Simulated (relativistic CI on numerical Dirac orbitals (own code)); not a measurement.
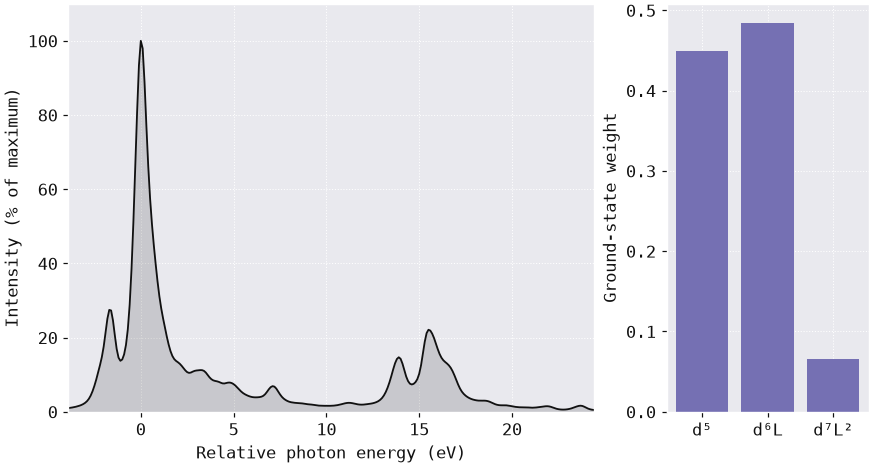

L₂,₃ X-ray absorption of nominal Co⁴⁺ (d⁵) with Δ = −1.2, U_dd = 7.4, U_pd = 9, 10Dq = 0.65 (ligand 0.5), V(eg) = 2.6, V(t2g) = −1.36 eV, final-state hopping scaled by 1. Charge-transfer multiplet model of a cubic metal–ligand cluster, up to 2 ligand holes (L), atomic integrals computed for Dirac–Coulomb–Breit ions and scaled by 0.8, 300 K, Voigt broadening (Lorentzian 0.4 eV, Gaussian 0.3 eV). Energies are counted from the highest peak in the lower part of the range.

What does the figure show?

The main maxima lie at −1.7 eV (27), 0.0 eV (100), 3.2 eV (11), 13.9 eV (15) and 15.5 eV (22), heights in % of the largest. The features below about 10 eV belong to the L₃ edge, those above mostly to the L₂ edge. The ground state is 45 % d⁵, 48 % d⁶L and 7 % d⁷L², with 5.62 d electrons and S = 2.50.
